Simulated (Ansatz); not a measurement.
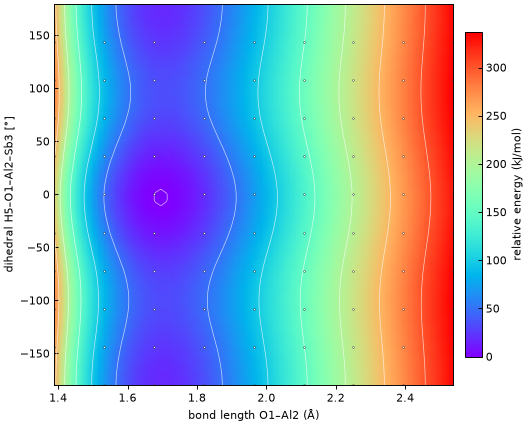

AlClH3OSb, SMILES [OH][AlH][SbH][Cl]. The first coordinate is: bond length O1–Al2; the second: dihedral H5–O1–Al2–Sb3. Nothing is relaxed (all other coordinates rigid). The scan uses a 9 × 10 grid. Points are written as (first, second). Energies are in kJ/mol, from the lowest grid point. The reference is spin-restricted, which grows unreliable where a bond is stretched far. Level of theory: RKS CAM-B3LYP-D4/def2-SVP in Ansatz 0.2.0.

Drawn: a smooth colour map with a few white contour lines, dots at the grid points. Between grid points the surface is interpolated.

The lowest grid point is at (1.676 Å, 0°). A higher local minimum lies near (1.676 Å, −180°) (18 kJ/mol above the lowest at that grid point). The highest grid point, (2.539 Å, 108°), lies 337 kJ/mol above the lowest. On the interpolated surface the easiest way out of the lowest well to the well at (1.676 Å, −180°) passes a barrier of about 33 kJ/mol. Round the minimum the two coordinates are nearly uncoupled.

The level of theory is changed to RKS PBE0-D4/def2-SVP (Ansatz 0.2.0); with it change the reference geometry, relaxed at the new level; the new grid has 15 × 15 points, laid about the new relaxed structure.

Question: What will the new map look like?

Answer: The minimum (interpolated where it lies between grid points) moves from about (1.692 Å, −5°) to about (1.701 Å, −5°). The easiest pass out of the lowest well stays at about 33 kJ/mol.

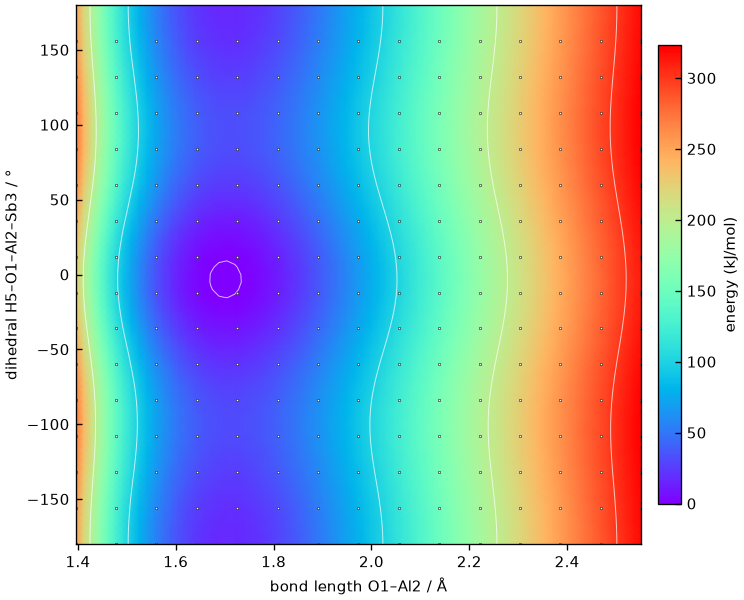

The map after the change, on a colour scale of its own. The picture shows a smooth colour map with a few white contour lines, dots at the grid points. Between grid points the surface is interpolated.
